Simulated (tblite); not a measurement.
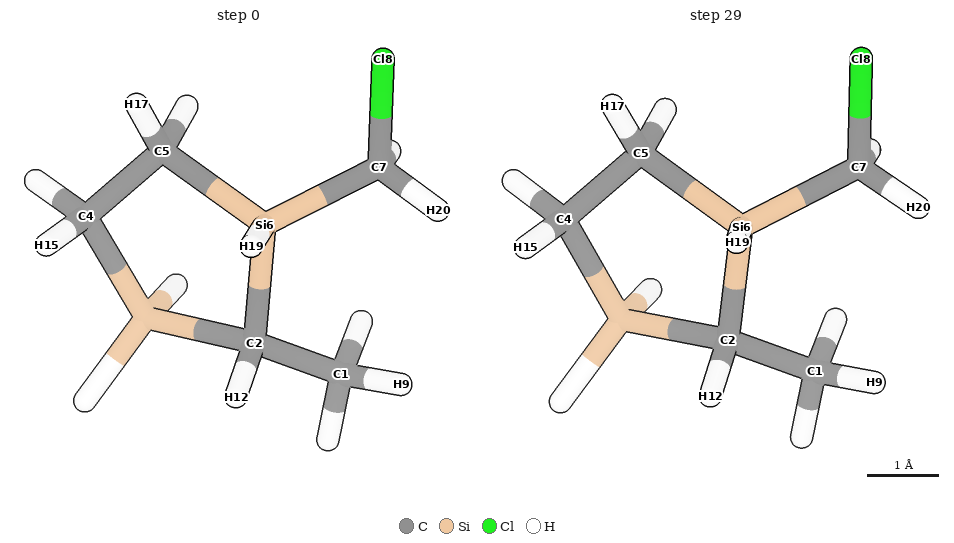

The structure of C$_{5}$H$_{13}$ClSi$_{2}$ before (left) and after (right) a relaxation, at one scale.

Style: stick. Shown at a tilt.

Computed with GFN2-xTB geometry optimisation, gas phase in tblite 0.8.0. 

### Summarise the run.

After 29 geometry steps the energy has fallen by 3.18 kcal/mol. The largest move after the best rigid fit is that of an H atom, 0.15 Å. Largest moves by element: H 0.15 Å, Si 0.07 Å, C 0.06 Å, Cl 0.02 Å. Some distances before and after: C–Si 1.854 → 1.912 Å, C–Si 1.942 → 1.917 Å, H–Si 1.495 → 1.471 Å, C–H 1.109 → 1.093 Å. Bond angles that change, for instance: C–Si–H 106.6° → 112.8°, Si–C–Si 99.8° → 105.1°, C–Si–C 104.4° → 99.5°. Cost: 0.42 s on 1 thread of Intel(R) Xeon(R) Processor @ 2.70GHz (shared host).
